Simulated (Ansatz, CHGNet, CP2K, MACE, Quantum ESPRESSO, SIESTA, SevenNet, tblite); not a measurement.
## Running Mg2+ BF4- in dimethyl sulfoxide and 1,3-dioxolane at 400 K (73 atoms) with CP2K

Aim: run Mg2+ BF4- in dimethyl sulfoxide and 1,3-dioxolane at 400 K (73 atoms) in CP2K and see how near its forces come to a plane-wave reference, and at what cost.

Method: the method is named at each step, in CP2K 2026.2.

## (1) Starting point

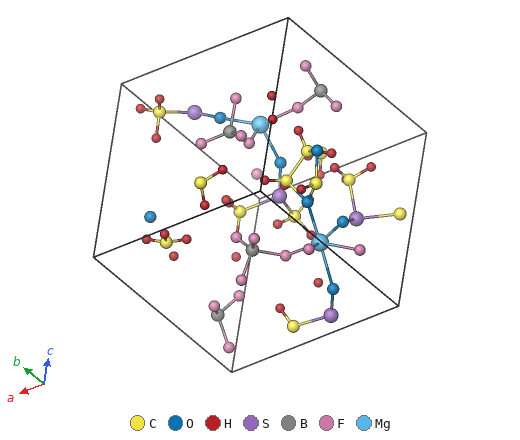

The starting structure, seen from a free direction (carbon yellow, oxygen blue, hydrogen red, sulfur purple, boron grey, fluorine pink, magnesium blue). Bonds to atoms that aren't drawn are left out. Some periodic images of atoms are drawn too.

The cell holds 73 atoms: 11 C, 6 O, 30 H, 4 S, 4 B, 16 F and 2 Mg. Its edges and angles: a = 9.474 Å, b = 9.474 Å, c = 9.474 Å, α = 90.0°, β = 90.0°, γ = 90.0°. 4 dimethyl sulfoxide, 1 1,3-dioxolane, 2 Mg2+, 4 BF4- placed at random, at 1.53 g/cm³; overlaps pushed apart, then 10 ps at 550 K with stiff harmonic cages for PF6 and BF4 with UFF radii; divalent ions of Li, Roberts, Chakravorty and Merz (J. Chem. Theory Comput. 9, 2733 (2013)); MMFF94 bonds, angles, torsions, charges and radii (Halgren, J. Comput. Chem. 17, 490 (1996)) in harmonic and 12-6 forms; charges of ions scaled by 0.8. Snapshot after 30 ps at 400 K and fixed volume. Then every atom was moved at random, 0.03 Å r.m.s. a Cartesian component (hydrogen 0.6 of that).

The yardstick, on the same geometry:

| Property | Result |
| --- | --- |
| method | Kohn-Sham DFT, PBE, SSSP efficiency 1.3.0 pseudopotentials, plane waves (Quantum ESPRESSO 7.5); sssp-pbe-1.3.0-efficiency, cutoffs 60/480 Ry, Γ point |
| r.m.s. force component | 1.636 eV/Å |
| longest force | 7.959 eV/Å |
| pressure | 4.313 GPa |
| gap (highest filled to lowest empty level) | 4.215 eV |
| time | 97 s on 2 MPI ranks of Arm Neoverse V2, shared host |
| CPU time | 3.2 min |

## (2) PBE, DZVP-MOLOPT-SR, 800/50 Ry, OT DIIS

Method: Kohn-Sham DFT, PBE, GTH-PBE pseudopotentials, Gaussian and plane waves, DZVP-MOLOPT-SR-GTH, orbital transformation.

input.inp

```
&GLOBAL
  PROJECT cell
  RUN_TYPE ENERGY_FORCE
  PRINT_LEVEL LOW
&END GLOBAL
&FORCE_EVAL
  METHOD QS
  STRESS_TENSOR ANALYTICAL
  &DFT
    BASIS_SET_FILE_NAME BASIS_MOLOPT
    POTENTIAL_FILE_NAME GTH_POTENTIALS
    &MGRID
      CUTOFF 800
      REL_CUTOFF 50
      NGRIDS 5
    &END MGRID
    &QS
      EPS_DEFAULT 1.0E-12
    &END QS
    &SCF
      SCF_GUESS ATOMIC
      EPS_SCF 1.0E-06
      MAX_SCF 30
      &OT
        MINIMIZER DIIS
        PRECONDITIONER FULL_ALL
        ENERGY_GAP 0.001
      &END OT
      &OUTER_SCF
        EPS_SCF 1.0E-06
        MAX_SCF 8
      &END OUTER_SCF
      &PRINT
        &RESTART OFF
        &END RESTART
      &END PRINT
    &END SCF
    &XC
      &XC_FUNCTIONAL PBE
      &END XC_FUNCTIONAL
    &END XC
    &PRINT
      &MULLIKEN ON
      &END MULLIKEN
      &LOWDIN ON
      &END LOWDIN
      &HIRSHFELD ON
      &END HIRSHFELD
      &MO_CUBES
        NHOMO 1
        NLUMO 4
        WRITE_CUBE F
      &END MO_CUBES
    &END PRINT
  &END DFT
  &SUBSYS
    &CELL
      A 9.47375 0.00000 0.00000
      B 0.00000 9.47375 0.00000
      C 0.00000 0.00000 9.47375
    &END CELL
    &TOPOLOGY
      COORD_FILE_NAME structure.xyz
      COORD_FILE_FORMAT XYZ
    &END TOPOLOGY
    &KIND C
      BASIS_SET DZVP-MOLOPT-SR-GTH-q4
      POTENTIAL GTH-PBE-q4
    &END KIND
    &KIND O
      BASIS_SET DZVP-MOLOPT-SR-GTH-q6
      POTENTIAL GTH-PBE-q6
    &END KIND
    &KIND H
      BASIS_SET DZVP-MOLOPT-SR-GTH-q1
      POTENTIAL GTH-PBE-q1
    &END KIND
    &KIND S
      BASIS_SET DZVP-MOLOPT-SR-GTH-q6
      POTENTIAL GTH-PBE-q6
    &END KIND
    &KIND B
      BASIS_SET DZVP-MOLOPT-SR-GTH-q3
      POTENTIAL GTH-PBE-q3
    &END KIND
    &KIND F
      BASIS_SET DZVP-MOLOPT-SR-GTH-q7
      POTENTIAL GTH-PBE-q7
    &END KIND
    &KIND Mg
      BASIS_SET DZVP-MOLOPT-SR-GTH-q10
      POTENTIAL GTH-PBE-q10
    &END KIND
  &END SUBSYS
  &PRINT
    &FORCES ON
    &END FORCES
    &STRESS_TENSOR ON
    &END STRESS_TENSOR
  &END PRINT
&END FORCE_EVAL
```

structure.xyz

```xyz
73

C 1.13761 5.88803 4.98765
C 2.23599 5.76667 3.87571
O 1.49742 5.02753 2.92578
C 0.36711 5.81035 2.99371
O 0.02899 6.40255 4.25277
H 1.27981 6.47919 5.77937
H 0.64545 4.89480 5.34954
H 2.97343 5.10465 4.35840
H 2.66241 6.66118 3.47488
H 0.41050 6.60860 2.15641
H 8.97789 5.11980 2.76378
C 7.14444 7.54300 1.20866
S 7.51988 6.71964 8.99210
C 8.18883 8.17708 8.30801
O 6.26461 6.36939 8.44935
H 6.69690 6.78292 1.70869
H 8.11891 7.79036 1.58240
H 6.51661 8.34798 0.88589
H 7.46863 9.01806 8.17225
H 9.09499 8.45561 8.64906
H 8.47872 7.83650 7.21360
C 0.33404 0.47037 4.85511
S 1.94382 1.46303 4.54361
C 2.00303 2.21733 6.19498
O 1.66729 2.52580 3.56706
H 0.52485 9.18186 5.60495
H 9.08343 1.24551 5.32993
H 0.04794 9.38072 3.99281
H 2.01990 3.19559 6.21592
H 0.97267 2.04624 6.61741
H 2.75781 1.65127 6.88060
C 5.45953 1.71778 5.85250
S 4.89395 3.39179 5.63148
C 6.57668 3.95245 5.04761
O 4.66753 3.87761 7.03691
H 4.92957 1.06362 5.05936
H 6.57620 1.55900 5.95330
H 5.13165 1.32661 6.89272
H 6.43684 5.03994 4.91536
H 7.37143 3.90442 5.87211
H 7.01181 3.46123 4.10630
C 3.76525 9.40459 1.93378
S 3.30388 0.69784 0.29482
C 4.96121 1.22069 9.45651
O 2.34191 1.78097 0.64838
H 4.41183 0.67813 2.52049
H 2.82157 9.14207 2.46801
H 4.24149 8.47171 1.51571
H 4.88561 2.06859 8.70230
H 5.49392 1.66558 0.87897
H 5.57435 0.47861 8.97894
B 4.28820 7.61595 6.10896
F 3.18650 7.99878 5.21018
F 4.34798 6.28460 6.39355
F 3.84956 8.01697 7.49430
F 5.52623 7.99954 5.68122
[... 13 atom lines left out ...]
F 2.65256 5.37541 8.29133
F 0.49159 5.21274 7.64295
Mg 4.68354 5.45129 8.08509
Mg 1.94420 3.42400 1.94496
```

The run is started by

```bash
> OMP_NUM_THREADS=1 mpirun -np 4 cp2k.psmp -i input.inp > output.txt
```

Numbers of over 12 decimals in the logs are rounded to 6 here.

What it wrote:

```text
CP2K| version string:                                       CP2K version 2026.2
 CP2K| Input file name                                                 input.inp
 GLOBAL| Basis set file name                                        BASIS_MOLOPT
 GLOBAL| Potential file name                                      GTH_POTENTIALS
 GLOBAL| Run type                                                   ENERGY_FORCE
 GLOBAL| Total number of message passing processes                             4
 GLOBAL| Number of threads for this process                                    1
 TOTAL NUMBERS AND MAXIMUM NUMBERS
  Total number of            - Atomic kinds:                                   7
                             - Atoms:                                         73
                             - Shell sets:                                    73
                             - Shells:                                       305
                             - Primitive Cartesian functions:                361
                             - Cartesian basis functions:                    742
                             - Spherical basis functions:                    701
  Maximum angular momentum of- Orbital basis functions:                        2
                             - Local part of the GTH pseudopotential:          2
                             - Non-local part of the GTH pseudopotential:      2
 SCF PARAMETERS         Density guess:                                    ATOMIC
                        max_scf:                                              30
                        eps_scf:                                        1.00E-06
                        Outer loop SCF in use
                        eps_scf                                         1.00E-06
                        max_scf                                                8
 Extrapolation method: initial_guess
 Number of electrons:                                                        278
[... lines left out ...]
  Step     Update method      Time    Convergence         Total energy    Change
[... lines left out ...]
  Total energy:                                              -743.894806
[... lines left out ...]
  stepsize       :    0.15000000                  energy_gap     :    0.00100000
  eps_taylor     :   0.10000E-15                  max_taylor     :             4
  ----------------------------------- OT ---------------------------------------
  Step     Update method      Time    Convergence         Total energy    Change
[...]
4 OT DIIS     0.15E+00    2.1     0.00000140      -743.8949168774 -4.40E-07
     5 OT DIIS     0.15E+00    2.1     0.00000059      -743.8949168838 -6.43E-09
  *** SCF run converged in     5 steps ***
  Electronic density on regular grids:       -277.9999999844        0.0000000156
  Core density on regular grids:              277.9999999999       -0.0000000001
  Total charge density on r-space grids:        0.0000000154
  Total charge density g-space grids:           0.0000000154
  Overlap energy of the core charge distribution:               2.42249e-05
  Self energy of the core charge distribution:              -1880.804853
  Core Hamiltonian energy:                                    542.466677
  Hartree energy:                                             751.970590
  Exchange-correlation energy:                               -157.527356
  Total energy:                                              -743.894917
  outer SCF iter =    2 RMS gradient =   0.59E-06 energy =       -743.8949168838
  outer SCF loop converged in   2 iterations or   35 steps
 !-----------------------------------------------------------------------------!
                     Mulliken Population Analysis
 #  Atom  Element  Kind  Atomic population                           Net charge
       1     C        1          4.040773                             -0.040773
       2     C        1          4.043551                             -0.043551
       3     O        2          6.203118                             -0.203118
[...]
# Total charge                            278.000000                  0.000000
 !-----------------------------------------------------------------------------!
 !-----------------------------------------------------------------------------!
                           Hirshfeld Charges
  #Atom  Element  Kind  Ref Charge     Population                    Net charge
      1       C      1       4.000          4.467                        -0.467
      2       C      1       4.000          4.399                        -0.399
      3       O      2       6.000          5.999                         0.001
[...]
72       Mg     7      10.000         11.325                        -1.325
     73       Mg     7      10.000         11.589                        -1.589
  Total Charge                                                           -0.000
 !-----------------------------------------------------------------------------!
 LOWDIN POPULATION ANALYSIS
 #  Atom  Element  Kind  Atomic population                           Net charge
[...]
72     Mg       7          8.954999                              1.045001
      73     Mg       7          8.955352                              1.044648
 # Total charge                            278.000000                  0.000000
  Eigenvalues of the occupied subspace spin            1
      -2.76328600     -2.74831084     -1.54023543     -1.54006691
      -1.53917912     -1.52571201     -1.52457412     -1.52375865
      -0.94967382     -0.94759485     -0.93035566     -0.90898116
[...]
-0.05998355     -0.05802711     -0.04919228     -0.03865735
      -0.01879835     -0.01691650     -0.01529435
 Fermi Energy [eV] :   -0.416181
  Using OT eigensolver for additional unoccupied orbitals spin            1
  Lowest Eigenvalues of the unoccupied subspace spin            1
 OT| Eigensolver reached convergence in 273 iterations
       0.14122423      0.14992535      0.16382092      0.16787894
 HOMO - LUMO gap [eV] :    4.259087
 ENERGY| Total FORCE_EVAL ( QS ) energy [hartree]           -743.894917
 FORCES| Atomic forces [hartree/bohr]
 FORCES|   Atom     x               y               z               |f|
 FORCES|      1 -2.66814036E-02 -5.99711085E-02 -4.20191012E-02   7.79361022E-02
 FORCES|      2  1.67338180E-02 -4.04130124E-02  7.69747282E-02   8.85344058E-02
 FORCES|      3  1.07408402E-02  2.57695467E-02  2.46834028E-02   3.72653399E-02
[...]
FORCES|     72 -3.23395302E-02 -1.84143201E-02 -1.15910314E-02   3.89779990E-02
 FORCES|     73 -1.86274674E-02  9.61858186E-03 -5.78931036E-02   6.15719993E-02
 FORCES| Sum    -2.49899800E-02  9.96696057E-03 -4.00581641E-02
 FORCES| Total atomic force                                       4.82544912E-02
 STRESS| Analytical stress tensor [bar]
 STRESS|                        x                   y                   z
 STRESS|      x        5.32378697688E+04   1.43987761629E+03   1.31156065388E+04
 STRESS|      y        1.43987761629E+03   7.42553426467E+04  -6.38566604798E+03
 STRESS|      z        1.31156065388E+04  -6.38566604798E+03   3.13151797054E+04
 STRESS| 1/3 Trace                                             5.29361307070E+04
```

Run time: 82 s. Hardware: 4 MPI ranks of Arm Neoverse V2, shared host; peak memory 2.7 GiB; 5.4 min of CPU time.

Banners, paths, timers and routine set-up lines are dropped from the logs unmarked, and long logs keep their key lines alone; longer cuts are marked.

Against the reference:

```
r.m.s. force component                           : 1.741 eV/Å
r.m.s. difference of force components            : 213.6 meV/Å
longest difference of force vectors              : 1871 meV/Å
force difference over r.m.s. force               : 13.06 %
slope of forces against the reference's          : 1.058
correlation of force components                  : 0.994
gap (highest filled to lowest empty level) : 4.259 eV
gap difference                                   : 0.0444 eV
pressure                                         : 5.294 GPa
pressure difference                              : 0.9809 GPa
```

Length of the force difference by element (eV/Å):

| element | atoms | mean | most |
| --- | --- | --- | --- |
| B | 4 | 0.23 | 0.34 |
| C | 11 | 0.19 | 0.52 |
| F | 16 | 0.26 | 0.49 |
| H | 30 | 0.066 | 0.19 |
| Mg | 2 | 1.6 | 1.9 |
| O | 6 | 0.33 | 0.53 |
| S | 4 | 0.57 | 0.78 |

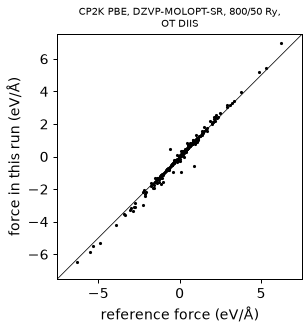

Force components against those of the reference; the line marks equality.

Local excerpt of 13 atoms (numbers count through the whole input) about Mg73, one of the 2 Mg atoms; x, y, z are measured from there.

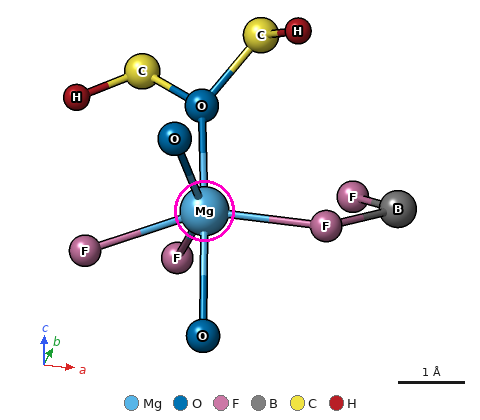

The atoms of the table, within 3.1 Å (arrows a, b, c point along x, y, z); some may hide others; the central atom is ringed.

| atom | x | y | z | distance (Å) | Mulliken charge (e) | Fx | Fy | Fz (eV/Å) |
| --- | --- | --- | --- | --- | --- | --- | --- | --- |
| Mg73 | 0.00 | 0.00 | 0.00 | 0.00 | 1.23 | -0.96 | 0.49 | -2.98 |
| O25 | -0.28 | -0.90 | 1.62 | 1.87 | -0.52 | -0.84 | 1.30 | -0.12 |
| F61 | 1.90 | 0.06 | -0.03 | 1.91 | -0.37 | 1.82 | 0.30 | 1.00 |
| F65 | -1.68 | -0.81 | -0.51 | 1.93 | -0.27 | 0.68 | 0.86 | 0.49 |
| O3 | -0.45 | 1.60 | 0.98 | 1.93 | -0.20 | 0.55 | 1.33 | 1.27 |
| O45 | 0.40 | -1.64 | -1.30 | 2.13 | -0.52 | -0.26 | 1.60 | -0.19 |
| F69 | -0.73 | 1.34 | -1.53 | 2.16 | -0.35 | -0.27 | -1.46 | -0.40 |
| F60 | 1.81 | 2.22 | -0.57 | 2.92 | -0.23 | -1.57 | 2.66 | 2.16 |
| B57 | 2.74 | 1.29 | -0.22 | 3.03 | 0.45 | 0.22 | -1.14 | -1.63 |
| C4 | -1.58 | 2.39 | 1.05 | 3.05 | -0.01 | -5.86 | 0.80 | -4.21 |
| C2 | 0.29 | 2.34 | 1.93 | 3.05 | -0.04 | 0.86 | -2.08 | 3.96 |
| H11 | -2.44 | 1.70 | 0.82 | 3.08 | 0.10 | 0.55 | 0.56 | -0.29 |
| H8 | 1.03 | 1.68 | 2.41 | 3.12 | 0.08 | 0.47 | 0.20 | -0.64 |

Forces lie 13 % from the reference's, at 1.7 times its CPU time (on 4 against 2 cores).

The difference per atom is largest on Mg (1.6 eV/Å on average, against 0.57 on S). The forces add up to 2.5 eV/Å instead of zero, usually a sign of too coarse a grid.

## (3) GFN1-xTB, OT DIIS

Method: GFN1-xTB tight binding (the program's own implementation), orbital transformation.

input.inp

```
&GLOBAL
  PROJECT cell
  RUN_TYPE ENERGY_FORCE
  PRINT_LEVEL LOW
&END GLOBAL
&FORCE_EVAL
  METHOD QS
  STRESS_TENSOR ANALYTICAL
  &DFT
    &QS
      METHOD XTB
      &XTB
        GFN_TYPE 1
        DO_EWALD T
        CHECK_ATOMIC_CHARGES F
      &END XTB
    &END QS
    &SCF
      SCF_GUESS ATOMIC
      EPS_SCF 1.0E-06
      MAX_SCF 30
      &OT
        MINIMIZER DIIS
        PRECONDITIONER FULL_SINGLE_INVERSE
      &END OT
      &OUTER_SCF
        EPS_SCF 1.0E-06
        MAX_SCF 8
      &END OUTER_SCF
      &PRINT
        &RESTART OFF
        &END RESTART
      &END PRINT
    &END SCF
    &PRINT
      &MULLIKEN ON
      &END MULLIKEN
      &MO_CUBES
        NHOMO 1
        NLUMO 4
        WRITE_CUBE F
      &END MO_CUBES
    &END PRINT
  &END DFT
  &SUBSYS
    &CELL
      A 9.47375 0.00000 0.00000
      B 0.00000 9.47375 0.00000
      C 0.00000 0.00000 9.47375
    &END CELL
    &TOPOLOGY
      COORD_FILE_NAME structure.xyz
      COORD_FILE_FORMAT XYZ
    &END TOPOLOGY
  &END SUBSYS
  &PRINT
    &FORCES ON
    &END FORCES
    &STRESS_TENSOR ON
    &END STRESS_TENSOR
  &END PRINT
&END FORCE_EVAL
```

structure.xyz is that of step 2.

The run is started by

```bash
> OMP_NUM_THREADS=1 cp2k.psmp -i input.inp > output.txt
```

What it wrote:

```text
CP2K| version string:                                       CP2K version 2026.2
 CP2K| Input file name                                                 input.inp
 GLOBAL| Basis set file name                                           BASIS_SET
 GLOBAL| Potential file name                                           POTENTIAL
 GLOBAL| Run type                                                   ENERGY_FORCE
 GLOBAL| Total number of message passing processes                             1
 GLOBAL| Number of threads for this process                                    1
[... lines left out ...]
 Number of electrons:                                                        262
[... lines left out ...]
  Step     Update method      Time    Convergence         Total energy    Change
[... lines left out ...]
  *** SCF run converged in    21 steps ***
[... lines left out ...]
  Total energy:                                              -172.436729
[... lines left out ...]
  outer SCF loop converged in   1 iterations or   21 steps
[... lines left out ...]
      -0.43122975     -0.42727912     -0.42689215     -0.42210523
      -0.41296875     -0.40942045     -0.40680420     -0.40309531
      -0.39914135     -0.39673463     -0.39155845
 Fermi Energy [eV] :  -10.654847
 ENERGY| Total FORCE_EVAL ( QS ) energy [hartree]           -172.436729
 FORCES| Atomic forces [hartree/bohr]
 FORCES|   Atom     x               y               z               |f|
 FORCES|      1 -3.67439111E-02 -5.01393771E-02 -4.20413435E-02   7.50436320E-02
 FORCES|      2  7.56005142E-03 -4.47348875E-02  6.13716010E-02   7.63206259E-02
 FORCES|      3  1.28464282E-02  2.30281903E-02  2.20320264E-02   3.43618750E-02
[...]
FORCES|     72 -1.28059581E-02  1.95226441E-03  8.50061398E-03   1.54940097E-02
 FORCES|     73 -5.03259610E-03 -6.74467076E-03 -2.55739325E-02   2.69229202E-02
 FORCES| Sum    -2.22651758E-15  2.89872293E-15  3.73659437E-15
 FORCES| Total atomic force                                       5.22705583E-15
 STRESS| Analytical stress tensor [bar]
 STRESS|                        x                   y                   z
 STRESS|      x       -2.98686842896E+03   3.20374166899E+03   1.07123083733E+04
 STRESS|      y        3.20374166899E+03   1.78799397035E+04  -8.05412210151E+03
 STRESS|      z        1.07123083733E+04  -8.05412210151E+03  -2.29625150890E+04
 STRESS| 1/3 Trace                                            -2.68981460482E+03
```

Elapsed: 2.5 s, on 1 thread; peak memory 0.27 GiB.

Compared with the plane-wave run:

```yaml
r_m_s_force_component: 1.531 eV/Å
r_m_s_difference_of_force_components: 289.8 meV/Å
longest_difference_of_force_vectors: 1043 meV/Å
force_difference_over_r_m_s_force: 17.72 %
slope_of_forces_against_the_reference_s: 0.9224
correlation_of_force_components: 0.9854
pressure: -0.269 GPa
pressure_difference: -4.582 GPa
```

Against the first run (13 %), the force difference from the reference is 18 %, at 0.0076 times the CPU time (on 1 against 4 cores) (21 SCF steps against 35); the model has changed, so this is no error of the program alone.

(Continued in part 2 of 3.)

[Also dropped from logs without a mark: logging warnings of Python, and SIESTA's first energy breakdown and zero terms.]

[Logs are printed without paths, hosts, clocks, repeated set-up lines and the standing remarks that a program may print on its own settings, such as how far it seeks lower states.]

[Hosts, paths, dates, database ids (printed as entryN), source tags and the programs' standing remarks are cut or masked in the printed files.]

[The MMFF94 radii named for the starting cell were scaled by 0.96; in molecules described by MMFF94, hydrogen bound to N, O or S took a small fixed 12-6 site in their place.]
